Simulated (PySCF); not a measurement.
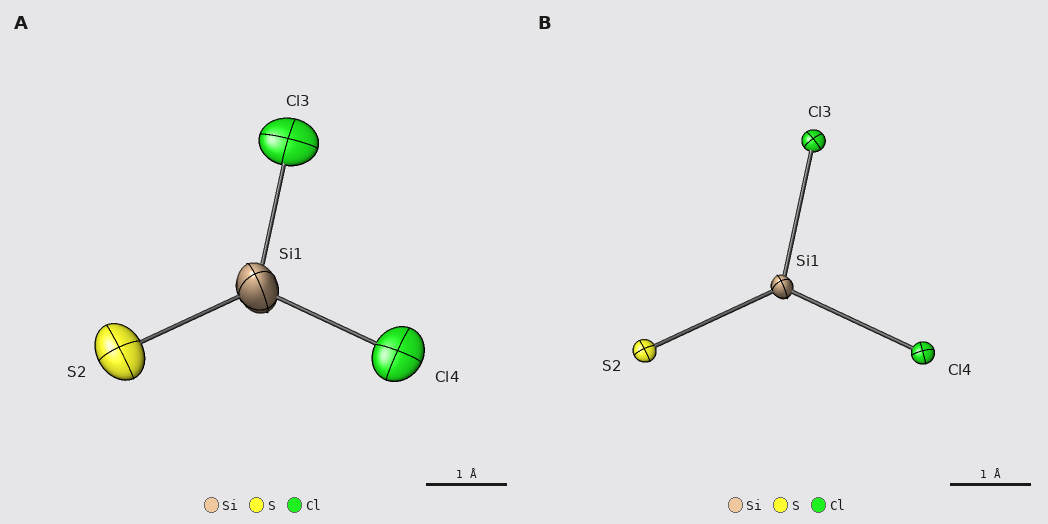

Displacement ellipsoids at the 50 % level, scaled by 3, from the internal vibrations of the free molecule (harmonic, no overall translation or rotation; no half-axis is drawn under 0.075 Å). Vibrations computed with RKS-based PBE0, Si def2-TZVP, S def2-TZVP, Cl def2-TZVP; non-relativistic; density fitting (PySCF 2.14.0). One panel is for 0 K (zero-point motion alone), the other for 900 K.

Which panel is for 900 K?

Answer. A.

How much does the mean-square displacement of Cl3 grow, and why?

Answer. U_eq goes from 0.00072 to 0.0040 Å², a factor of 5.6. Modes below kT (626 cm⁻¹ at 900 K) grow about in proportion to T, and the lowest lies at 188 cm⁻¹; the mean-square amplitude of a mode is its zero-point value times coth(ħω/2kT), which comes close to 1 only above about 3kT.
